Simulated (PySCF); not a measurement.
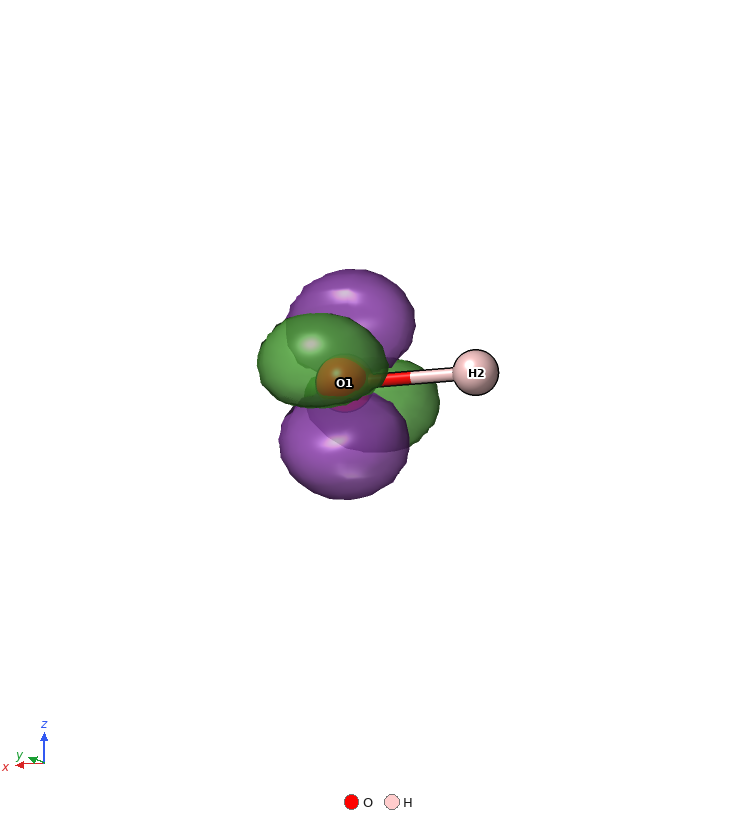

HO, doublet, SMILES `[OH]`. Change of the electron density in a uniform field of 0.51 V/Å, surfaces at ±0.15 e/Å³ (purple: gain, green: loss).

PySCF calculation, r2SCAN/6-31+G*, gas phase; geometry: GFN2-xTB. No frequency check shows the geometry to be a minimum. The basis has diffuse s and p functions alone, which still leaves polarisabilities too small, most of all across bonds. The stability of the open-shell solution wasn't checked. GFN2-xTB doesn't know the spin state, so this open-shell geometry is rough.

Question: Along which Cartesian direction does the field point?

Answer: Along +z: electrons gather on the −z side, against the field.

Question: What dipole is induced, and what polarisability does it imply?

Answer: The induced dipole is 0.11 D (along the field); α along this axis, from the fields in both directions, is 5 bohr³ (0.7 Å³).

Question: Which atoms gain and lose the most charge?

Answer: Hardly any: no atom's Hirshfeld charge changes by as much as 0.002 e. The density shifts from one side of each atom to the other; 0.306 electrons are displaced in all.

Run time: 34 s on 1 thread of Intel(R) Xeon(R) Platinum 8259CL CPU @ 2.50GHz (Skylake/Cascade Lake), on a shared host, peak memory 0.18 GiB.
